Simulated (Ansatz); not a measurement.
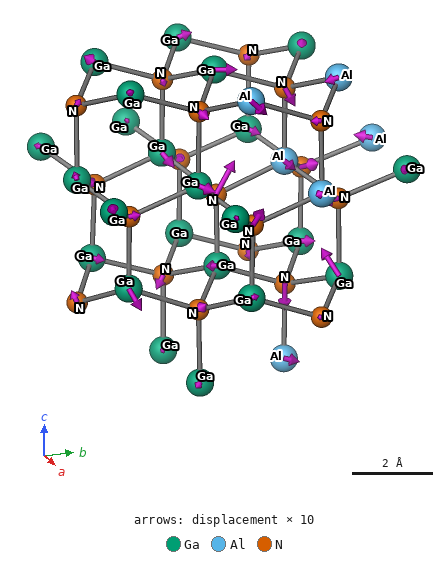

This is a relaxation of crystalline Ga₃₉Al₉N₄₈ (a generated structure). The starting structure is drawn; purple arrows show the displacements (the part carried along by the change of the cell is left out), 10 times their true length.

Style: ball-and-stick. Shown: the atoms within 5.0 Å of the atom that moves most (axes of the cell of the calculation), slightly off an axis.

These are results of DFT, PBEsol, PAW, plane waves (Ansatz), not measurements. Settings: plane-wave cutoff 420 eV; k-point mesh 1 × 1 × 1; mesh shifted by (0.5, 0.5, 0.5); no spin polarisation; cell relaxed at fixed alpha, beta, gamma; force threshold 0.03 eV/Å; at most 80 steps.

Question: What happened in the run?

Answer: An N atom moves most relative to the cell: 0.100 Å along [−1 2 3]. Largest moves by element: N 0.100 Å, Ga 0.087 Å, Al 0.062 Å. The drawn cell changes at constant volume: a 9.509 → 9.450 Å (−0.6 %), b 10.980 → 11.016 Å (+0.3 %), c 10.294 → 10.322 Å (+0.3 %). Near-neighbour distances that change, for instance: Ga–N 1.865 → 1.958 Å, Ga–N 2.025 → 1.945 Å, Al–N 1.982 → 1.905 Å, Ga–N 1.884 → 1.951 Å. Bond angles that change, for instance: N–Ga–N 106.3° → 111.6°, Ga–N–Al 106.7° → 111.5°, Ga–N–Ga 112.1° → 107.4°. The space group stays P1 (No. 1). Over 4 accepted moves (6 points after the start) the energy falls by 1.704 eV per cell of the calculation. Largest force component: 2.3 eV/Å at the start, 0.002 eV/Å at the end. Pressure: 0.46 GPa at the start and 0.00 GPa at the end. At 2 points the geometry stayed and the basis and grid were re-selected for the new cell (energy shift of 3.9 meV per cell of the calculation at most each time). Cost: 12 s on 1 × NVIDIA H100 80GB HBM3 with 4 threads of AMD EPYC 7R13 Processor, peak memory 1.6 GiB.
